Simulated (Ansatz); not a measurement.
# Calculations on BSiNH6S

**1. Relaxation**

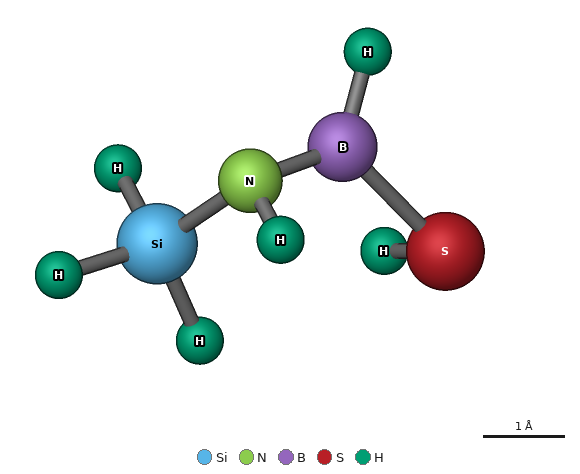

BSiNH$_{6}$S, before the relaxation. Style: ball-and-stick. Shown from a free direction.

The run prepares an end point of a later path (torsion) calculation, from a guessed geometry.

All numbers below come from RKS BHLYP-D4/6-31G* in Ansatz.

Input
```yaml
crystal:
  periodic: [false, false, false]
  atoms:
    - { symbol: Si, position_ang: [-1.086, 0.2207, -0.7392] }
    - { symbol: "N", position_ang: [-0.4674, -1.0106, 0.3169] }
    - { symbol: B, position_ang: [0.6511, -0.4098, 1.1107] }
    - { symbol: S, position_ang: [2.4047, 0.0224, 0.3009] }
    - { symbol: H, position_ang: [-2.2688, -0.2902, -1.5231] }
    - { symbol: H, position_ang: [-1.597, 1.4189, 0.0579] }
    - { symbol: H, position_ang: [-0.0781, 0.7211, -1.6951] }
    - { symbol: H, position_ang: [-0.0264, -1.7394, -0.2984] }
    - { symbol: H, position_ang: [0.601, -0.3369, 2.343] }
    - { symbol: H, position_ang: [1.9501, 1.3526, 0.1293] }
basis:
  gaussian: { orbitals: "6-31G*" }
hamiltonian:
  xc: { name: BHLYP }
  dispersion: d4
relax:
  f_tol: 0.015
  max_steps: 40
```

Run as
```bash
ansatz run input.yaml --threads 1 --pin off --max-ram 2048MiB --backend cpu --events-out ev --progress --plain --runs-dir out
```

Question: Where does the relaxation end?

Answer: H10 moves most after the best rigid fit: 2.46 Å. By element the largest moves are H 2.46 Å, N 1.07 Å, S 1.00 Å, B 0.69 Å, Si 0.41 Å. Some distances before and after: B3–S4 1.979 → 1.821 Å, N2–B3 1.497 → 1.401 Å, S4–H10 1.416 → 1.334 Å, Si1–H6 1.527 → 1.470 Å. Bond angles that change, for instance: Si1–N2–B3 107.7° → 126.4°, B3–N2–H8 106.0° → 117.1°, Si1–N2–H8 106.6° → 116.5°. Groups turn about B3–S4 by about 90°. After 25 accepted moves (28 points after the start) the energy has fallen by 188.3 kJ/mol. The largest force component goes from 2.5 to 0.012 eV/Å. The line search rejected the trial steps at points 14, 17, 25 of the run. The forces were under the threshold at step 18, but the run went on from there.

Final geometry:

```xyz
10

Si   -1.4806    0.1611   -0.8386
N     0.0947   -0.4268   -0.3755
B     0.8901    0.0597    0.6707
S     2.5211   -0.6840    0.9932
H    -2.4854   -0.9184   -0.7595
H    -1.8354    1.2501    0.0835
H    -1.4672    0.6592   -2.2291
H     0.4679   -1.1889   -0.9187
H     0.5108    0.9543    1.3482
H     2.8672    0.0826    2.0288
```

The end point in the same view:

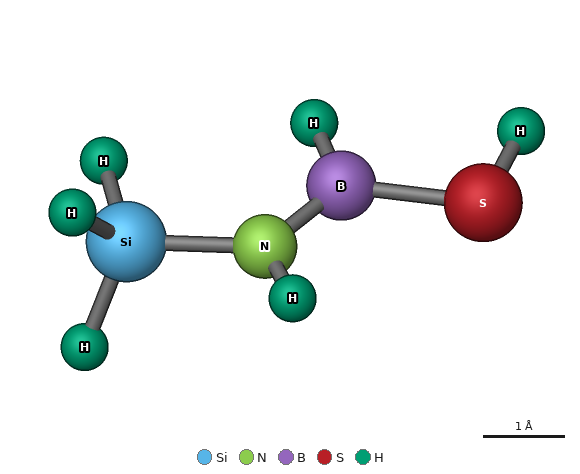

**2. Relaxation**

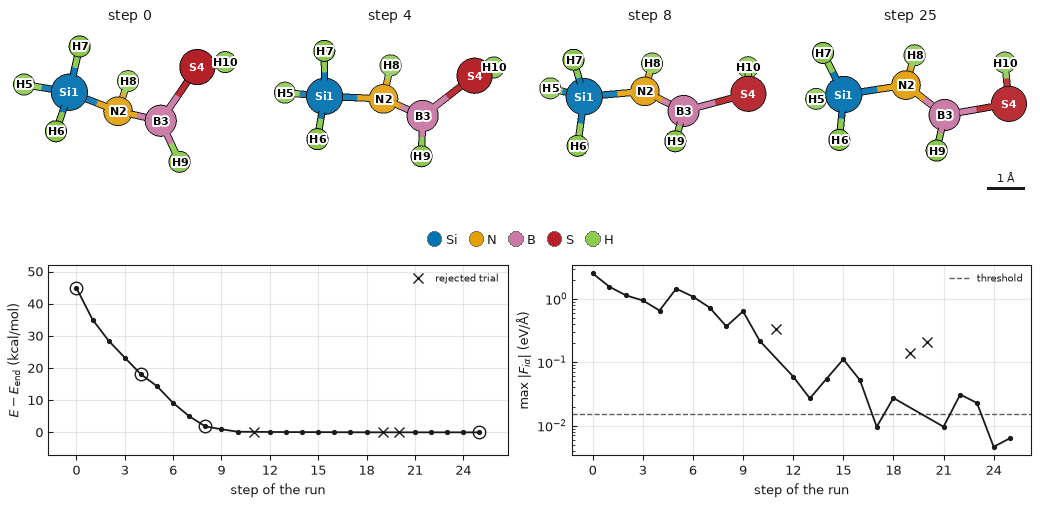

Frames of a relaxation of BSiNH6S, marked on the history of the run. Style: ball-and-stick. Shown at a tilt.

The run prepares an end point of a later path (torsion) calculation, from a guessed geometry.

Computed with RKS BHLYP-D4/6-31G* (Ansatz 0.2.0). Set-up: no spin polarisation; force threshold 0.015 eV/Å; at most 40 steps.

> Describe the path.

The energy falls by 44.9 kcal/mol in 22 accepted moves (25 points after the start). The largest force component goes from 2.5 to 0.0064 eV/Å. The line search rejected the trial steps at points 11, 19, 20 of the run. The forces were under the threshold at step 17, but the run went on from there. The largest move after the best rigid fit is that of S4, 1.69 Å. Largest moves by element: S 1.69 Å, H 1.02 Å, N 1.00 Å, B 0.27 Å, Si 0.16 Å. Among the contacts that change: B3–S4 1.979 → 1.816 Å, N2–B3 1.497 → 1.402 Å, S4–H10 1.416 → 1.339 Å, Si1–H6 1.527 → 1.470 Å. Bond angles that change, for instance: Si1–N2–B3 107.7° → 126.2°, B3–N2–H8 106.0° → 117.4°, B3–S4–H10 88.3° → 99.5°. Groups turn about B3–S4 by about 90°. Cost: 71 s on 1 thread of AMD EPYC 9R14 (Zen 4), on a shared host, peak memory 0.18 GiB. From step 0 to 4: H9 moves most (0.70 Å), energy −26.9 kcal/mol. From step 4 to 8: S4 moves most (0.70 Å), energy −16.2 kcal/mol. From step 8 to 25: H7 moves most (0.46 Å), energy −1.84 kcal/mol.

**3. Path**

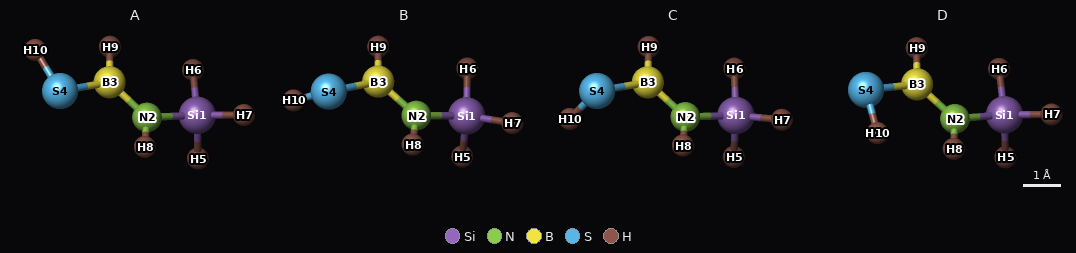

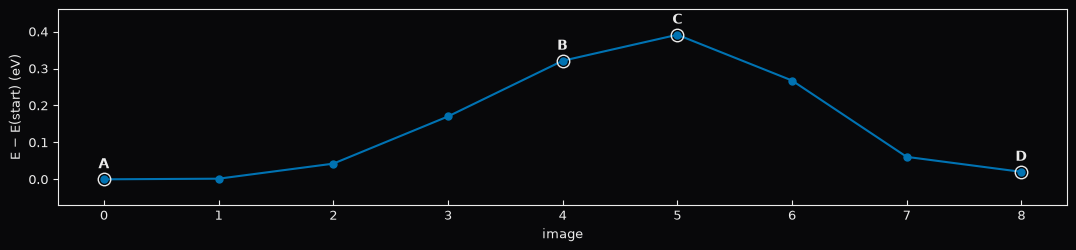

NEB run on BSiNH₆S. Images are numbered from 0 (start) to 8 (end). Frames A to D are images 0, 4, 5, 8. Style: ball-and-stick. Shown at a tilt.

Computed with RKS BHLYP-D4/6-31G* (Ansatz). Set-up: 7 movable images; climbing image; force threshold 0.05 eV/Å; iteration limit 60; starting path through a guess of the saddle point.

Question: What happens along the path, and what is the barrier?

Answer: The motion is a rotation about the B3–S4 bond by about 180°. No bond forms or breaks between the ends. Bond angles that change up to the highest image, for instance: B3–S4–H10 97.8° → 94.7°. The energy climbs by 0.39 eV to image 5 and then falls by 0.37 eV, so the end point sits at +0.02 eV. The band converged in 39 iterations, with a climbing image at the top. At the top, the vibrational analysis gives one imaginary mode (377i cm⁻¹), as a transition state must have.
